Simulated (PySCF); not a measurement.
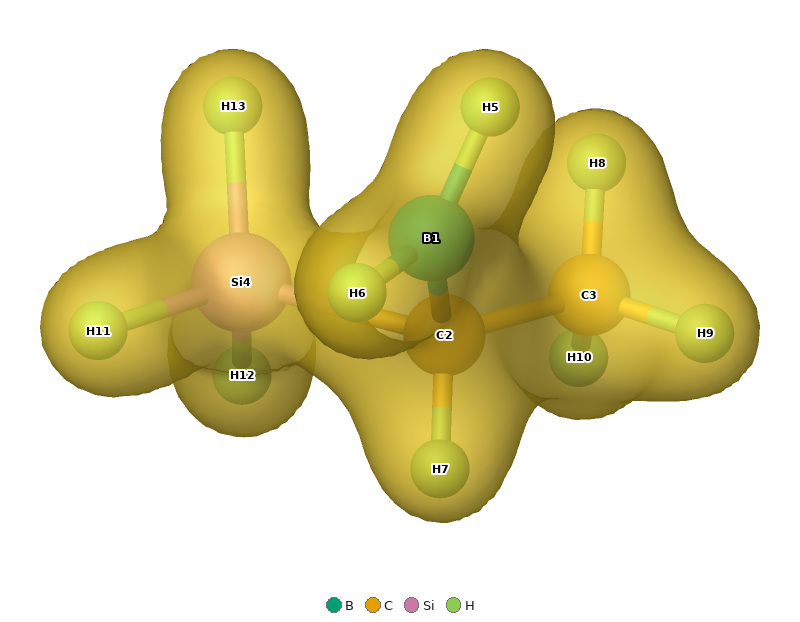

*C₂H₉BSi (SMILES B[C@H](C)[SiH3]). Isosurface of the electron density at 0.4 e/Å³ (yellow), seen from one side.*

Geometry: GFN2-xTB.

Method: PBE0/pcSseg-1, SCF density, gas phase, non-relativistic in PySCF.

The calculation's input:

```
{"job": {"kind": "nmr", "xc": "PBE0", "basis": "pcSseg-1"}, "charge": 0, "multiplicity": 1}
B     -0.423134     1.575571    -0.238301
C     -0.295433     0.051904    -0.457537
C     -1.211417    -0.856102     0.365271
Si     1.540319    -0.310392     0.011421
H     -0.827717     1.998825     0.775994
H     -0.069127     2.321092    -1.069893
H     -0.375435    -0.234054    -1.510796
H     -1.145955    -0.614082     1.423765
H     -2.247980    -0.726268     0.055649
H     -0.955293    -1.908097     0.238889
H      2.466666     0.457567    -0.821138
H      1.754573    -1.744058    -0.215460
H      1.785543    -0.011419     1.424408
```

Launched as:

```sh
OMP_NUM_THREADS=1 python probes_run.py task.json out
```

**Which contacts does the surface bridge?**

At this value the surface is in one piece. It bridges the sampled C–C (1.53 Å), C–B (1.54 Å), C–Si (1.93 Å) and C–H (1.09 Å) contacts, where the density stays above the isovalue. On the grid the lowest density along these lines, outside the cores, is 1.6 e/Å³ (C–C, 1.53 Å), 1.3 e/Å³ (C–B, 1.54 Å), 0.71 e/Å³ (C–Si, 1.93 Å) and 1.9 e/Å³ (C–H, 1.09 Å).
